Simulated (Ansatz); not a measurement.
**H2S3: a spread of methods and bases**

Aim: run H2S3 under a spread of inputs, and see what each costs and gives.

Computed with Ansatz 0.2.0, Gaussian basis. Level: the settings change from run to run.

### Step 1. The geometry

An earlier PBE0-D4 in a triple-zeta def2 set relaxation fixed the geometry.

5 atoms, charge 0, spin multiplicity 1.

Atoms are counted from 1 here; the program's logs count them from 0.

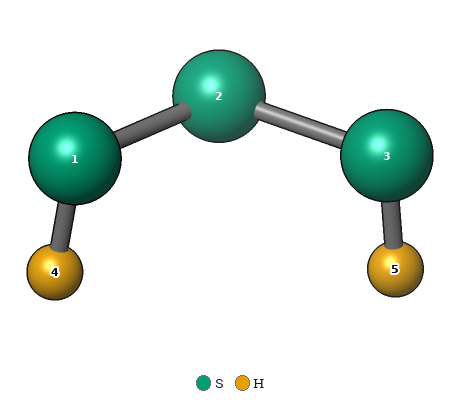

The structure; sulfur teal, hydrogen amber; atoms are numbered from 1 in the order of the file.

Geometry (Å):

```mol
H2S3
  3D, bonds by distance, orders not assigned

  5  4  0  0  0  0  0  0  0  0999 V2000
   -1.5697   -0.7572    0.0624 S   0  0
   -0.3741    0.7540    0.7479 S   0  0
    1.5439    0.0484    0.8271 S   0  0
   -1.4758   -0.4973   -1.2565 H   0  0
    1.9255    0.3784   -0.4224 H   0  0
  1  2  8  0
  2  3  8  0
  1  4  8  0
  3  5  8  0
M  END
```

### Step 2. RPA/def2-mTZVPP

Set apart from the defaults: multiplicity 3, atoms shaken by 0.03 Å, correlated electrons set to outside_noble_gas.

in.yaml

```yaml
crystal:
  periodic: [false, false, false]
  atoms:
    - {symbol: S, position_ang: [-1.594472, -0.730747, 0.101321]}
    - {symbol: S, position_ang: [-0.409811, 0.768817, 0.773142]}
    - {symbol: S, position_ang: [1.567180, 0.033157, 0.819819]}
    - {symbol: H, position_ang: [-1.501780, -0.488508, -1.216559]}
    - {symbol: H, position_ang: [1.949519, 0.338474, -0.439152]}
basis:
  gaussian: {orbitals: def2-mTZVPP}
magnetization: {spin_polarized: true, initial_magnetization: 2}
hamiltonian: {xc: {name: HF}}
correlation: {method: rpa, electrons: outside_noble_gas}
```

On the command line:

```
ansatz run in.yaml --threads 2 --pin off --events-out ev --progress --plain --max-ram 4352MiB
```

Output:

```text
Functional definition: HF
  name "HF"
  cite "Fock, Z. Phys. 61, 126 (1930) doi:10.1007/BF01340294"
  parent pbe
  exchange = exact_x
  correlation = 0
821 factors; integrals over basis functions are off by at most 1.2e-3 eV
mean field evaluation 1: about -32478.6160 eV, gradient 1.3e1 eV
mean field evaluation 2: about -32478.6209 eV, gradient 1.3e1 eV
mean field evaluation 4: about -32480.2226 eV, gradient 2.7e0 eV
mean field evaluation 8: about -32480.4083 eV, gradient 2.5e-1 eV
mean field evaluation 16: about -32480.4186 eV, gradient 2.6e-6 eV
mean field evaluation 32: about -32478.4991 eV, gradient 3.9e0 eV
mean field evaluation 64: about -32480.5120 eV, gradient 3.4e-1 eV
mean field -32480.51618877 eV, -1193.6369538528 hartree, gradient 1.8e-6 eV, S^2 2.035159; 16 other end points of the search recorded, 0 dependent functions left out
15 core orbitals not correlated: weight in the atoms' cores, before any rotation towards them, 1.000 or more for the frozen orbitals, at most 0.000 for the correlated occupied ones
reference -32480.51618877 eV, -1193.6369538528 hartree; 11, 9 occupied and 65, 67 virtual orbitals, 821 factors
Total energy: -32493.94679581 eV, -1194.1305195578 hartree
```

Run time: 5 s. Hardware: 2 threads of Arm Neoverse V2, shared host.

⟨S²⟩ 2.035.

### Step 3. wB97M-V/STO-3G

Set apart from the defaults: unrestricted orbitals, atoms shaken by 0.15 Å.

in.yaml

```yaml
crystal:
  periodic: [false, false, false]
  atoms:
    - {symbol: S, position_ang: [-1.727261, -0.952137, -0.096950]}
    - {symbol: S, position_ang: [-0.019423, 0.472399, 0.756315]}
    - {symbol: S, position_ang: [1.425913, 0.041617, 1.107003]}
    - {symbol: H, position_ang: [-1.627257, -0.331486, -1.221267]}
    - {symbol: H, position_ang: [1.706337, 0.253278, -0.343032]}
basis:
  gaussian: {orbitals: STO-3G}
magnetization: {spin_polarized: true, initial_magnetization: 0}
hamiltonian: {xc: {name: wB97M-V}}
output: {forces: true}
```

Launched as before.

Output, cut to the lines that bear on the results:

```text
Functional definition: wB97M-V
  name "wB97M-V"
  cite "Mardirossian & Head-Gordon, J. Chem. Phys. 144, 214110 (2016) doi:10.1063/1.4952647"
  cite "Becke, J. Chem. Phys. 107, 8554 (1997) doi:10.1063/1.475007"
  cite "Vydrov & Van Voorhis, J. Chem. Phys. 133, 244103 (2010) doi:10.1063/1.3521275"
  # Of w^i u^j: cxij and so on, Table III.
[...]
  gx(w, u) = 1 - cx + cx01*u + cx10*w
  gss(w, u) = css00 + css04*u^4 + css10*w + css20*w^2 + css43*w^4*u^3
  gos(w, u) = cos00 + cos10*w + (cos20 + cos21*u)*w^2 + (cos60 + cos61*u)*w^6
[...]
      + integral(e_c_pw_mod_opposite_spin*gos(b97_w_opposite, b97_u_opposite)) + vv10(b, c)
314 factors; integrals over basis functions are off by at most 2.1e-5 eV
139 factors; integrals over basis functions are off by at most 8.7e-7 eV
[...]
mean field -32171.67245769 eV, -1182.2871560774 hartree, gradient 4.2e-5 eV, S^2 0.000000; 1 other end points of the search recorded, 0 dependent functions left out
[...]
reference -32171.67247814 eV, -1182.2871568287 hartree; 25, 25 occupied and 4, 4 virtual orbitals, 314 factors
Total energy: -32171.67247814 eV, -1182.2871568287 hartree
Atom 0 at    -1.727261    -0.952137    -0.096950 Å, force     2.193085    -0.311730     3.193369 eV/Å
Atom 1 at    -0.019423     0.472399     0.756315 Å, force   -43.621212    11.936507    -6.562122 eV/Å
Atom 2 at     1.425913     0.041617     1.107003 Å, force    37.515099   -11.528692     3.441872 eV/Å
Atom 3 at    -1.627257    -0.331486    -1.221267 Å, force     0.145186     1.179221    -2.238062 eV/Å
Atom 4 at     1.706337     0.253278    -0.343032 Å, force     3.767842    -1.275306     2.164942 eV/Å
Dipole moment:     0.405699     0.063617    -0.068565 e Å
```

Wall time 3.2 s (2 threads of Arm Neoverse V2, shared host).

Largest force 45.698 eV/Å, dipole 2.00 D, ⟨S²⟩ 0.000.

### Step 4. wPBEh/x2c-TZVPPall

Options: atoms shaken by 0.08 Å.

in.yaml

```yaml
crystal:
  periodic: [false, false, false]
  atoms:
    - {symbol: S, position_ang: [-1.565450, -0.680016, 0.171933]}
    - {symbol: S, position_ang: [-0.294706, 0.778180, 0.668334]}
    - {symbol: S, position_ang: [1.586546, 0.079934, 0.957569]}
    - {symbol: H, position_ang: [-1.460446, -0.543006, -1.193652]}
    - {symbol: H, position_ang: [1.888352, 0.479885, -0.308940]}
basis:
  gaussian: {orbitals: x2c-TZVPPall}
hamiltonian: {xc: {name: wPBEh}}
output: {forces: true}
```

Same command.

Output, cut to the lines that bear on the results:

```text
Functional definition: wPBEh
  name "wPBEh"
  cite "Heyd, Scuseria & Ernzerhof, J. Chem. Phys. 118, 8207 (2003) doi:10.1063/1.1564060"
  cite "Krukau, Vydrov, Izmaylov & Scuseria, J. Chem. Phys. 125, 224106 (2006) doi:10.1063/1.2404663"
  cite "Heyd & Scuseria, J. Chem. Phys. 120, 7274 (2004) doi:10.1063/1.1668634"
  cite "Ernzerhof & Perdew, J. Chem. Phys. 109, 3313 (1998) doi:10.1063/1.476928"
  cite "Perdew, Burke & Ernzerhof, Phys. Rev. Lett. 77, 3865 (1996) doi:10.1103/PhysRevLett.77.3865"
  parent pbe
[...]
1039 factors; their error is unknown
61 factors; integrals over basis functions are off by at most 6.8e-7 eV
[...]
mean field -32619.11627283 eV, -1198.7304129952 hartree, gradient 5.3e-5 eV, S^2 0.000000; 0 other end points of the search recorded, 0 dependent functions left out
[...]
reference -32619.11630438 eV, -1198.7304141548 hartree; 25, 25 occupied and 129, 129 virtual orbitals, 1039 factors
Total energy: -32619.11630438 eV, -1198.7304141548 hartree
Relativity: scalar
Atom 0 at    -1.565450    -0.680016     0.171933 Å, force    -0.298291    -0.518084    -1.033002 eV/Å
Atom 1 at    -0.294706     0.778180     0.668334 Å, force    -0.469966     1.115892     0.818665 eV/Å
Atom 2 at     1.586546     0.079934     0.957569 Å, force     0.359883     0.077340    -0.906828 eV/Å
Atom 3 at    -1.460446    -0.543006    -1.193652 Å, force    -0.112644    -0.252963     0.627554 eV/Å
Atom 4 at     1.888352     0.479885    -0.308940 Å, force     0.521018    -0.422184     0.493611 eV/Å
Dipole moment:     0.091937    -0.022544    -0.331955 e Å
```

It took 2.6 s on 2 threads of Arm Neoverse V2, shared host.

Largest force 1.462 eV/Å, dipole 1.66 D.

### Step 5. B3LYP5/cc-pVTZ-DK

This run has the search for lower states set to full.

in.yaml

```yaml
crystal:
  periodic: [false, false, false]
  atoms:
    - {symbol: S, position_ang: [-1.569736, -0.757232, 0.062424]}
    - {symbol: S, position_ang: [-0.374141, 0.754028, 0.747860]}
    - {symbol: S, position_ang: [1.543913, 0.048415, 0.827139]}
    - {symbol: H, position_ang: [-1.475770, -0.497348, -1.256497]}
    - {symbol: H, position_ang: [1.925533, 0.378436, -0.422428]}
basis:
  gaussian: {orbitals: cc-pVTZ-DK}
hamiltonian: {xc: {name: B3LYP5}}
scf: {lower_state_search: full}
output: {forces: true}
```

Same command.

Output, cut to the lines that bear on the results:

```text
Functional definition: B3LYP5
  name "B3LYP5"
  cite "Stephens, Devlin, Chabalowski & Frisch, J. Phys. Chem. 98, 11623 (1994) doi:10.1021/j100096a001"
  cite "Becke, Phys. Rev. A 38, 3098 (1988) doi:10.1103/PhysRevA.38.3098"
  cite "Lee, Yang & Parr, Phys. Rev. B 37, 785 (1988) doi:10.1103/PhysRevB.37.785"
  cite "Vosko, Wilk & Nusair, Can. J. Phys. 58, 1200 (1980) doi:10.1139/p80-159"
[...]
978 factors; their error is unknown
[...]
mean field -32625.58424297 eV, -1198.9681065139 hartree, gradient 5.2e-5 eV, S^2 0.000000; 0 other end points of the search recorded, 0 dependent functions left out
[...]
reference -32625.58446137 eV, -1198.9681145400 hartree; 25, 25 occupied and 105, 105 virtual orbitals, 978 factors
Total energy: -32625.58446137 eV, -1198.9681145400 hartree
Relativity: scalar
Atom 0 at    -1.569736    -0.757232     0.062424 Å, force    -0.443258    -0.498930    -0.153398 eV/Å
Atom 1 at    -0.374141     0.754028     0.747860 Å, force    -0.241812     0.711366     0.237586 eV/Å
Atom 2 at     1.543913     0.048415     0.827139 Å, force     0.638597    -0.220441     0.111371 eV/Å
Atom 3 at    -1.475770    -0.497348    -1.256497 Å, force    -0.014896    -0.006690    -0.107369 eV/Å
Atom 4 at     1.925533     0.378436    -0.422428 Å, force     0.061368     0.014696    -0.088191 eV/Å
Dipole moment:     0.079722     0.014913    -0.341805 e Å
```

Wall time 2.1 s (2 threads of Arm Neoverse V2, shared host).

Largest force 0.788 eV/Å, dipole 1.69 D.

### Step 6. r2SCANh/def2-SVP

Options: a point charge of 1.00 e beside it.

in.yaml: that of step 5 with these lines changed.

```diff
@@ -9,5 +9,3 @@
 basis:
-  gaussian: {orbitals: cc-pVTZ-DK}
-hamiltonian: {xc: {name: B3LYP5}}
-scf: {lower_state_search: full}
-output: {forces: true}
+  gaussian: {orbitals: def2-SVP, point_charges: [{charge: 1.00, position_ang: [4.450, 0.633, -0.030]}]}
+hamiltonian: {xc: {name: r2SCANh}}
```

Launched as before.

Output, cut to the lines that bear on the results:

```text
Functional definition: r2SCANh
  name "r2SCANh"
  cite "Bursch, Neugebauer, Ehlert & Grimme, J. Chem. Phys. 156, 134105 (2022) doi:10.1063/5.0086040"
  cite "Furness, Kaplan, Ning, Perdew & Sun, J. Phys. Chem. Lett. 11, 8208 (2020) doi:10.1021/acs.jpclett.0c02405"
  cite "Furness, Kaplan, Ning, Perdew & Sun, J. Phys. Chem. Lett. 11, 9248 (2020) doi:10.1021/acs.jpclett.0c03077"
  parent r2scan
[...]
591 factors; integrals over basis functions are off by at most 1.0e-3 eV
[...]
mean field -32526.16412095 eV, -1195.3144844190 hartree, gradient 5.3e-5 eV, S^2 0.000000; 0 other end points of the search recorded, 0 dependent functions left out
reference -32526.16412696 eV, -1195.3144846400 hartree; 25, 25 occupied and 39, 39 virtual orbitals, 591 factors
Total energy: -32526.16412696 eV, -1195.3144846400 hartree
```

Wall time 1.5 s (2 threads of Arm Neoverse V2, shared host).

### Step 7. SPW92/cc-pVTZ

in.yaml: that of step 6 with these lines changed.

```diff
@@ -9,3 +9,4 @@
 basis:
-  gaussian: {orbitals: def2-SVP, point_charges: [{charge: 1.00, position_ang: [4.450, 0.633, -0.030]}]}
-hamiltonian: {xc: {name: r2SCANh}}
+  gaussian: {orbitals: cc-pVTZ}
+hamiltonian: {xc: {name: SPW92}}
+output: {forces: true}
```

Launched as before.

Output, cut to the lines that bear on the results:

```text
Functional definition: SPW92
  name "SPW92"
  cite "Dirac, Proc. Camb. Phil. Soc. 26, 376 (1930) doi:10.1017/S0305004100016108"
  cite "Slater, Phys. Rev. 81, 385 (1951) doi:10.1103/PhysRev.81.385"
  cite "Perdew & Wang, Phys. Rev. B 45, 13244 (1992) doi:10.1103/PhysRevB.45.13244"
[...]
924 factors; their error is unknown
[...]
mean field -32428.44290538 eV, -1191.7232959848 hartree, gradient 3.0e-5 eV, S^2 0.000000; 0 other end points of the search recorded, 0 dependent functions left out
[...]
reference -32428.44293442 eV, -1191.7232970518 hartree; 25, 25 occupied and 105, 105 virtual orbitals, 924 factors
Total energy: -32428.44293442 eV, -1191.7232970518 hartree
Atom 0 at    -1.569736    -0.757232     0.062424 Å, force    -0.184370    -0.241748     0.349716 eV/Å
Atom 1 at    -0.374141     0.754028     0.747860 Å, force    -0.062187     0.207442     0.036809 eV/Å
Atom 2 at     1.543913     0.048415     0.827139 Å, force     0.101044    -0.168231     0.419122 eV/Å
Atom 3 at    -1.475770    -0.497348    -1.256497 Å, force     0.030672     0.090055    -0.413211 eV/Å
Atom 4 at     1.925533     0.378436    -0.422428 Å, force     0.114841     0.112481    -0.392436 eV/Å
Dipole moment:     0.087464     0.012592    -0.370989 e Å
```

It took 0.85 s on 2 threads of Arm Neoverse V2, shared host.

Largest force 0.463 eV/Å, dipole 1.83 D.

### Step 8. HSE06/def2-TZVP

Options: coordinates scaled by 1.05, D3(BJ) with three-body dispersion.

in.yaml

```yaml
crystal:
  periodic: [false, false, false]
  atoms:
    - {symbol: S, position_ang: [-1.648222, -0.795094, 0.065545]}
    - {symbol: S, position_ang: [-0.392848, 0.791730, 0.785253]}
    - {symbol: S, position_ang: [1.621109, 0.050836, 0.868496]}
    - {symbol: H, position_ang: [-1.549559, -0.522215, -1.319322]}
    - {symbol: H, position_ang: [2.021810, 0.397358, -0.443549]}
basis:
  gaussian: {orbitals: def2-TZVP}
hamiltonian: {xc: {name: HSE06}, dispersion: d3bjatm}
```

The command is unchanged.

Output, cut to the lines that bear on the results:

```text
Functional definition: HSE06
  name "HSE06"
  cite "Heyd, Scuseria & Ernzerhof, J. Chem. Phys. 118, 8207 (2003) doi:10.1063/1.1564060"
  cite "Krukau, Vydrov, Izmaylov & Scuseria, J. Chem. Phys. 125, 224106 (2006) doi:10.1063/1.2404663"
  cite "Heyd & Scuseria, J. Chem. Phys. 120, 7274 (2004) doi:10.1063/1.1668634"
  cite "Ernzerhof & Perdew, J. Chem. Phys. 109, 3313 (1998) doi:10.1063/1.476928"
  cite "Perdew, Burke & Ernzerhof, Phys. Rev. Lett. 77, 3865 (1996) doi:10.1103/PhysRevLett.77.3865"
  parent pbe
[...]
  # The whole range is PBE's own exchange, as in plane waves. The composition of these papers is wPBEh.
[...]
901 factors; their error is unknown
51 factors; integrals over basis functions are off by at most 1.9e-6 eV
[...]
mean field -32527.89359842 eV, -1195.3780415438 hartree, gradient 5.4e-5 eV, S^2 0.000000; 0 other end points of the search recorded, 0 dependent functions left out
reference -32527.89362952 eV, -1195.3780426868 hartree; 25, 25 occupied and 98, 98 virtual orbitals, 901 factors
Total energy: -32527.99622210 eV, -1195.3818128944 hartree
```

It took 1.4 s on 2 threads of Arm Neoverse V2, shared host.

### Step 9. wPBEh/pcseg-2

Options: relativity set to none.

in.yaml

```yaml
crystal:
  periodic: [false, false, false]
  atoms:
    - {symbol: S, position_ang: [-1.569736, -0.757232, 0.062424]}
    - {symbol: S, position_ang: [-0.374141, 0.754028, 0.747860]}
    - {symbol: S, position_ang: [1.543913, 0.048415, 0.827139]}
    - {symbol: H, position_ang: [-1.475770, -0.497348, -1.256497]}
    - {symbol: H, position_ang: [1.925533, 0.378436, -0.422428]}
basis:
  gaussian: {orbitals: pcseg-2}
hamiltonian: {xc: {name: wPBEh}, pseudopotentials: {relativity: none}}
output: {forces: true}
```

The command is unchanged.

Output, cut to the lines that bear on the results:

```text
Functional definition: wPBEh
  name "wPBEh"
  cite "Heyd, Scuseria & Ernzerhof, J. Chem. Phys. 118, 8207 (2003) doi:10.1063/1.1564060"
  cite "Krukau, Vydrov, Izmaylov & Scuseria, J. Chem. Phys. 125, 224106 (2006) doi:10.1063/1.2404663"
  cite "Heyd & Scuseria, J. Chem. Phys. 120, 7274 (2004) doi:10.1063/1.1668634"
  cite "Ernzerhof & Perdew, J. Chem. Phys. 109, 3313 (1998) doi:10.1063/1.476928"
  cite "Perdew, Burke & Ernzerhof, Phys. Rev. Lett. 77, 3865 (1996) doi:10.1103/PhysRevLett.77.3865"
  parent pbe
[...]
941 factors; their error is unknown
51 factors; integrals over basis functions are off by at most 1.1e-6 eV
[...]
mean field -32530.63752055 eV, -1195.4788788221 hartree, gradient 2.9e-5 eV, S^2 0.000000; 0 other end points of the search recorded, 0 dependent functions left out
[...]
reference -32530.63755733 eV, -1195.4788801740 hartree; 25, 25 occupied and 105, 105 virtual orbitals, 941 factors
Total energy: -32530.63755733 eV, -1195.4788801740 hartree
Atom 0 at    -1.569736    -0.757232     0.062424 Å, force    -0.087880    -0.060983    -0.052174 eV/Å
Atom 1 at    -0.374141     0.754028     0.747860 Å, force    -0.027293     0.081190     0.027973 eV/Å
Atom 2 at     1.543913     0.048415     0.827139 Å, force     0.118141    -0.009349    -0.002692 eV/Å
Atom 3 at    -1.475770    -0.497348    -1.256497 Å, force    -0.000426    -0.006153     0.013416 eV/Å
Atom 4 at     1.925533     0.378436    -0.422428 Å, force    -0.002542    -0.004706     0.013478 eV/Å
Dipole moment:     0.092078     0.017383    -0.394922 e Å
```

Run time: 2 s. Hardware: 2 threads of Arm Neoverse V2, shared host.

Largest force 0.119 eV/Å, dipole 1.95 D.

### Step 10. B3LYP5/STO-3G

This run has high accuracy, the search for lower states set to light.

in.yaml: that of step 9 with these lines changed.

```diff
@@ -9,4 +9,6 @@
 basis:
-  gaussian: {orbitals: pcseg-2}
-hamiltonian: {xc: {name: wPBEh}, pseudopotentials: {relativity: none}}
+  gaussian: {orbitals: STO-3G}
+hamiltonian: {xc: {name: B3LYP5}}
+accuracy: high
+scf: {lower_state_search: light}
 output: {forces: true}
```

Same command.

Output, cut to the lines that bear on the results:

```text
Functional definition: B3LYP5
  name "B3LYP5"
  cite "Stephens, Devlin, Chabalowski & Frisch, J. Phys. Chem. 98, 11623 (1994) doi:10.1021/j100096a001"
  cite "Becke, Phys. Rev. A 38, 3098 (1988) doi:10.1103/PhysRevA.38.3098"
  cite "Lee, Yang & Parr, Phys. Rev. B 37, 785 (1988) doi:10.1103/PhysRevB.37.785"
  cite "Vosko, Wilk & Nusair, Can. J. Phys. 58, 1200 (1980) doi:10.1139/p80-159"
[...]
540 factors; integrals over basis functions are off by at most 1.7e-8 eV
[...]
mean field -32172.70955984 eV, -1182.3252688785 hartree, gradient 3.1e-8 eV, S^2 0.000000; 0 other end points of the search recorded, 0 dependent functions left out
[...]
reference -32172.70958806 eV, -1182.3252699153 hartree; 25, 25 occupied and 4, 4 virtual orbitals, 540 factors
Total energy: -32172.70958806 eV, -1182.3252699153 hartree
Atom 0 at    -1.569736    -0.757232     0.062424 Å, force    -1.016135    -1.569876     0.173113 eV/Å
Atom 1 at    -0.374141     0.754028     0.747860 Å, force    -0.650205     2.083650     0.454448 eV/Å
Atom 2 at     1.543913     0.048415     0.827139 Å, force     1.432274    -0.935459     0.774575 eV/Å
Atom 3 at    -1.475770    -0.497348    -1.256497 Å, force     0.117556     0.211174    -0.700856 eV/Å
Atom 4 at     1.925533     0.378436    -0.422428 Å, force     0.116510     0.210511    -0.701280 eV/Å
Dipole moment:     0.064681     0.040690    -0.307372 e Å
```

Wall time 0.95 s (2 threads of Arm Neoverse V2, shared host).

Largest force 2.230 eV/Å, dipole 1.52 D.

### Step 11. The runs in one table

```tsv
level	charge	multiplicity	geometry	functions	energy (eV)	time
RPA/def2-mTZVPP	0	3	shaken	91	-32493.947	5 s
wB97M-V/STO-3G	0	1	shaken	29	-32171.672	3.2 s
wPBEh/x2c-TZVPPall	0	1	shaken	154	-32619.116	2.6 s
B3LYP5/cc-pVTZ-DK	0	1	relaxed	130	-32625.584	2.1 s
r2SCANh/def2-SVP	0	1	relaxed, point charge	64	-32526.164	1.5 s
SPW92/cc-pVTZ	0	1	relaxed	130	-32428.443	0.85 s
HSE06/def2-TZVP	0	1	scaled	123	-32527.996	1.4 s
wPBEh/pcseg-2	0	1	relaxed	130	-32530.638	2 s
B3LYP5/STO-3G	0	1	relaxed	29	-32172.710	0.95 s
```

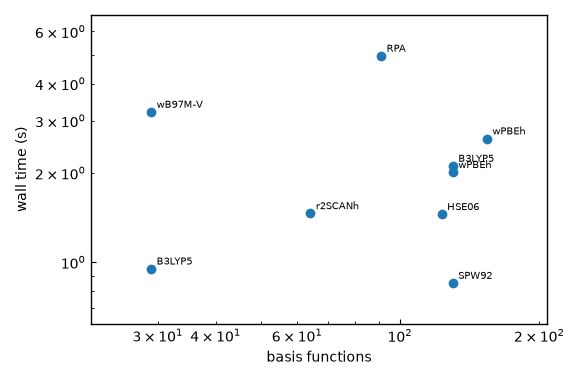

Wall time against the number of basis functions (shared host).

### Step 12. Results

```
                                         quantity                  value
                                             runs                      9
                                         quickest  SPW92/cc-pVTZ, 0.85 s
                                          slowest   RPA/def2-mTZVPP, 5 s
spread of total energies, same state and geometry               452.9 eV
                  dipole, same state and geometry         1.52 to 1.95 D
```

What this shows: Run time spans a factor of 6, from SPW92/cc-pVTZ to RPA/def2-mTZVPP. The jobs differ in tasks and options as well as level. Total energies at one charge and spin differ by 453 eV between levels, so only differences within one level mean anything. Some of these runs are scalar-relativistic and others not, which shifts the totals of all-electron atoms past neon by eV; core potentials, where a basis has them, take the core out of the total altogether. At the PBE0-D4/def2-TZVP geometry and in the same state, runs without warnings or point charges leave forces up to 2.23 eV/Å (B3LYP5/STO-3G), against 45.7 eV/Å where the atoms were moved. At that geometry and state the dipole changes by 28 % between the lowest and highest value.
